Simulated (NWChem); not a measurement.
# One shape, several levels: BH2F (SMILES BF)

We compute a comparison of 6 runs (HF/3-21G, B3LYP/6-31G*, PBE0/def2-SVP, SVWN5/6-31G**, TPSS/cc-pVDZ, PBE/def2-TZVP) of BH2F. 

The results are computed with NWChem 7.3.0.

## 1. The structure to begin with

BH2F has 4 atoms, charge 0, and is taken as a singlet. As SMILES, `BF`. Geometry: relaxed at PBE0-D4/def2-TZVP.

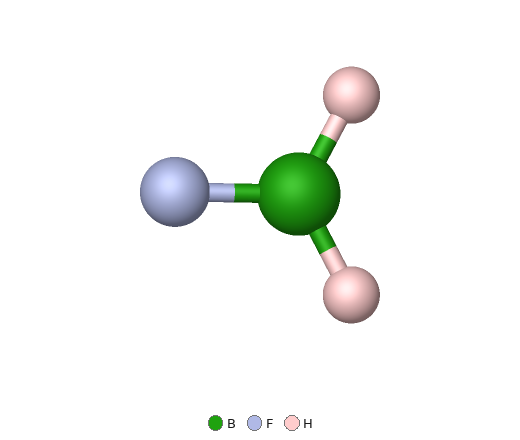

The structure, seen from a chosen angle (boron green, fluorine light blue, hydrogen pink).

## 2. Energy and forces at HF/3-21G (run 1)

Input file bfh2.nw:

```
start bfh2
title "BFH2 gradient"
memory 2200 mb
charge 0
geometry units angstroms noautosym nocenter noautoz
  B       -0.027300      -0.004000      -0.030800
  F        1.061200      -0.296700       0.649900
  H       -1.012500      -0.649100       0.186200
  H        0.034200       0.889600      -0.825600
end
basis spherical bse
  * library 3-21G
end
scf
  thresh 1e-08
  maxiter 80
  print low
end
task scf gradient
```

Launch:

```
$ nwchem bfh2.nw > bfh2.out
```

The program printed:

```text
[...]
  functions       =    22
[...]
  wavefunction    = RHF
[...]
         Total SCF energy =   -124.645643502563
      One-electron energy =   -226.286841455460
      Two-electron energy =     74.465437516310
 Nuclear repulsion energy =     27.175760436587
        Time for solution =      0.1s
[...]
                         RHF ENERGY GRADIENTS
    atom               coordinates                        gradient
                 x          y          z           x          y          z
   1 B      -0.051590  -0.007559  -0.058204    0.030207  -0.008157   0.018927
   2 F       2.005377  -0.560682   1.228133   -0.026517   0.007140  -0.016593
   3 H      -1.913348  -1.226621   0.351867   -0.005262  -0.004514   0.002135
   4 H       0.064629   1.681100  -1.560158    0.001571   0.005530  -0.004469
 Task  times  cpu:        0.2s     wall:        0.2s
 Total times  cpu:        0.2s     wall:        0.2s
```

Run time: 0.8 s. Hardware: 1 thread of Intel Xeon 6975P-C (Granite Rapids), shared host; peak memory 0.096 GiB.

## 3. Energy and forces at B3LYP/6-31G(d) (Cartesian functions) (run 2)

Input file bfh2.nw:

```
start bfh2
title "BFH2"
memory stack 880 mb heap 220 mb global 1100 mb
charge 0
geometry units atomic noautosym nocenter noautoz
  B  -0.05158952 -0.00755890 -0.05820356
  F   2.00537736 -0.56068174  1.22813301
  H  -1.91334770 -1.22662123  0.35186700
  H   0.06462863  1.68110036 -1.56015789
end
basis
  B library 6-31G*
  F library 6-31G*
  H library 6-31G*
end
dft
  xc b3lyp
  grid xfine
  convergence energy 1e-08
  iterations 100
  mulliken
end
task dft gradient
```

Launch:

```
$ nwchem bfh2.nw > bfh2.out
```

The program printed:

```text
[...]
          Wavefunction type:  closed shell.
          No. of atoms     :     4
          No. of electrons :    16
[...]
          Charge           :     0
          Spin multiplicity:     1
[...]
          AO basis - number of functions:    34
[...]
              XC Information
              --------------
                         B3LYP Method XC Potential
                     Hartree-Fock (Exact) Exchange  0.200
                        Slater Exchange Functional  0.800 local
                    Becke 1988 Exchange Functional  0.720 non-local
              Lee-Yang-Parr Correlation Functional  0.810
                  VWN I RPA Correlation Functional  0.190 local
[...]
 d= 0,ls=0.0,diis     1   -125.8821332998 -1.53D+02  2.53D-02  3.55D-01     0.5
[...]
 d= 0,ls=0.0,diis     7   -125.9269683942 -9.58D-09  2.31D-07  5.10D-11     2.5
         Total DFT energy =     -125.926968394225
      One electron energy =     -227.300531567296
           Coulomb energy =       89.484466121703
    Exchange-Corr. energy =      -15.286661471909
 Nuclear repulsion energy =       27.175758523276
[...]
  wavefunction    = closed shell
                         DFT ENERGY GRADIENTS
    atom               coordinates                        gradient
                 x          y          z           x          y          z
   1 B      -0.051590  -0.007559  -0.058204    0.004354  -0.001203   0.002757
   2 F       2.005377  -0.560682   1.228133   -0.004661   0.001262  -0.002925
   3 H      -1.913348  -1.226621   0.351867   -0.000129  -0.000446   0.000358
   4 H       0.064629   1.681100  -1.560158    0.000436   0.000387  -0.000190
[...]
```

Run time: 3.9 s. Hardware: 1 thread of Intel Xeon 6975P-C (Granite Rapids), shared host; peak memory 0.12 GiB.

Run 3 isn't shown in full; the table further down has it.

## 4. Energy and gradient at SVWN5/6-31G(d,p) (spherical functions) (run 4)

Input file test.xyz:

```xyz
4

B     -0.027300    -0.004000    -0.030800
F      1.061200    -0.296700     0.649900
H     -1.012500    -0.649100     0.186200
H      0.034200     0.889600    -0.825600
```

Input file run.py:

```python
from ase.io import read
from ase.calculators.nwchem import NWChem

mol = read('test.xyz')

calc = NWChem(
    label='test',
    theory='dft',
    memory='2200 mb',
    basis='6-31G**',
    basispar='spherical bse',
    dft={'xc': 'slater vwn_5', 'mult': '1', 'grid': 'xfine', 'convergence': 'energy 1e-08', 'iterations': '100', 'mulliken': None},
)
mol.calc = calc

forces = mol.get_forces()
print(f"energy = {mol.get_potential_energy():.6f} eV")
print("forces (eV/A):")
for s, f in zip(mol.symbols, forces):
    print(f"{s:2s} {f[0]:10.5f} {f[1]:10.5f} {f[2]:10.5f}")
print("dipole (e A):", mol.get_dipole_moment().round(4))
```

Launch:

```
$ export ASE_NWCHEM_COMMAND="nwchem PREFIX.nwi > PREFIX.nwo"
$ python run.py
```

The program printed:

```text
energy = -3400.565893 eV
forces (eV/A):
B     0.21921   -0.05734    0.13539
F    -0.02900    0.00735   -0.01769
H    -0.22754   -0.16964    0.06911
H     0.03738    0.21962   -0.18682
dipole (e A): [-0.0585  0.0157 -0.0366]
```

The calculator wrote test.nwi:

```
title "test"

permanent_dir test

scratch_dir test

start test

geometry units angstrom nocenter noautosym noautoz
  B  -2.7300000000000001e-02 -4.0000000000000001e-03 -3.0800000000000001e-02
  F  1.0611999999999999e+00 -2.9670000000000002e-01 6.4990000000000003e-01
  H  -1.0125000000000000e+00 -6.4910000000000001e-01 1.8620000000000000e-01
  H  3.4200000000000001e-02 8.8959999999999995e-01 -8.2560000000000000e-01
end

memory 2200 mb

basis spherical bse noprint
   * library 6-31G**
end

dft
  xc slater vwn_5
  mult 1
  grid xfine
  convergence energy 1e-08
  iterations 100
  mulliken
end

task dft gradient
```

test.nwo:

```text
Northwest Computational Chemistry Package (NWChem) 7.3.0
             --------------------------------------------------------

           Job information
           ---------------

    nwchem branch   = 7.3.0
    use scalapack   = T
    input           = test.nwi
    prefix          = test.
    data base       = test/test.db
    status          = startup
    nproc           =        1

           Memory information
           ------------------

[... 5 lines left out ...]
    hardfail = no
[... 91 lines left out ...]
  convergence criterion.
[... 38 lines left out ...]
          Spatial weights used:  Erf1
[... 32 lines left out ...]
 1-e energy   =    -226.174896
[... 40 lines left out ...]
           Coulomb energy =       89.319534341290
[... 335 lines left out ...]
          Convergence on density requested:  1.00D-05
[... 24 lines left out ...]
          total energy or number of iterations.
[... 35 lines left out ...]
                 ----------------------------------------
                 |  Time  |  1-e(secs)   |  2-e(secs)   |
                 ----------------------------------------
                 |  CPU   |       0.00   |       0.23   |
                 ----------------------------------------
                 |  WALL  |       0.00   |       0.23   |
                 ----------------------------------------

 Task  times  cpu:        1.6s     wall:        1.6s
 Total times  cpu:        1.7s     wall:        1.7s
```

Wall time 2.6 s (1 thread of Intel Xeon 6975P-C (Granite Rapids), shared host); peak memory 0.12 GiB.

Run 5 isn't shown in full; the table further down has it.

## 5. Energy and forces at PBE/def2-TZVP (run 6)

Input file bfh2.nw:

```
start bfh2
title "BFH2 PBE"
memory stack 880 mb heap 220 mb global 1100 mb
charge 0

geometry units angstroms noautosym nocenter noautoz
 B       -0.027300      -0.004000      -0.030800
 F        1.061200      -0.296700       0.649900
 H       -1.012500      -0.649100       0.186200
 H        0.034200       0.889600      -0.825600
end

basis spherical bse
 * library def2-TZVP
end

dft
 xc xpbe96 cpbe96
 grid xfine
 convergence energy 1e-08
 maxiter 100
 mulliken
end

task dft gradient
```

Launch:

```
$ nwchem bfh2.nw > bfh2.out
```

The program printed:

```text
[...]
          Wavefunction type:  closed shell.
          No. of atoms     :     4
          No. of electrons :    16
[...]
          Charge           :     0
          Spin multiplicity:     1
[...]
          AO basis - number of functions:    74
[...]
              XC Information
              --------------
          PerdewBurkeErnzerhof Exchange Functional  1.000
            Perdew 1991 LDA Correlation Functional  1.000 local
           PerdewBurkeErnz. Correlation Functional  1.000 non-local
[...]
 d= 0,ls=0.0,diis     1   -125.7777082535 -1.53D+02  1.03D-02  5.42D-01     1.0
[...]
 d= 0,ls=0.0,diis     8   -125.8313753244  6.30D-09  1.31D-06  1.13D-07     7.1
         Total DFT energy =     -125.831375324417
      One electron energy =     -227.214207666568
           Coulomb energy =       89.322142635055
    Exchange-Corr. energy =      -15.115070729491
 Nuclear repulsion energy =       27.175760436587
[...]
  wavefunction    = closed shell
                         DFT ENERGY GRADIENTS
    atom               coordinates                        gradient
                 x          y          z           x          y          z
   1 B      -0.051590  -0.007559  -0.058204    0.006295  -0.001723   0.003969
   2 F       2.005377  -0.560682   1.228133   -0.008863   0.002391  -0.005551
   3 H      -1.913348  -1.226621   0.351867    0.002778   0.001861  -0.000652
   4 H       0.064629   1.681100  -1.560158   -0.000210  -0.002529   0.002234
[...]
```

Run time: 11 s. Hardware: 1 thread of Intel Xeon 6975P-C (Granite Rapids), shared host; peak memory 0.13 GiB.

## 6. The series

```csv
run,level,Cartesian functions,iteration cap,energy (Eh),largest force (eV/Å),wall time
1,HF/3-21G,no,80,-124.645644,1.880,0.8 s
2,B3LYP/6-31G* (Cartesian functions),yes,100,-125.926968,0.290,3.9 s
3,PBE0/def2-SVP,no,100,-125.688513,0.289,3.9 s
4,SVWN5/6-31G** (spherical functions),no,100,-124.968493,0.292,2.6 s
5,TPSS/cc-pVDZ,no,100,-125.942574,1.143,6.3 s
6,PBE/def2-TZVP,no,100,-125.831375,0.552,11 s
```

## 7. Summary of results

```
                       quantity          value
            run 6: total energy  -125.83138 Eh
           run 6: dipole moment         0.59 D
             run 6: HOMO energy       -7.74 eV
             run 6: LUMO energy       -2.22 eV
           run 6: HOMO–LUMO gap        5.52 eV
run 6: largest force on an atom     0.552 eV/Å
```

In words: Over runs 2, 3, 4, 5, 6 the dipole moment (its size) runs from 0.34 D (SVWN5/6-31G**) to 0.60 D (PBE0/def2-SVP). The two ends differ in method and basis. Over runs 2, 3, 4, 5, 6 the HOMO–LUMO gap runs from 5.41 eV (SVWN5/6-31G**) to 8.24 eV (PBE0/def2-SVP). Totals of different functionals can't be ranked against each other. All runs together took 28 s, the longest 11 s.
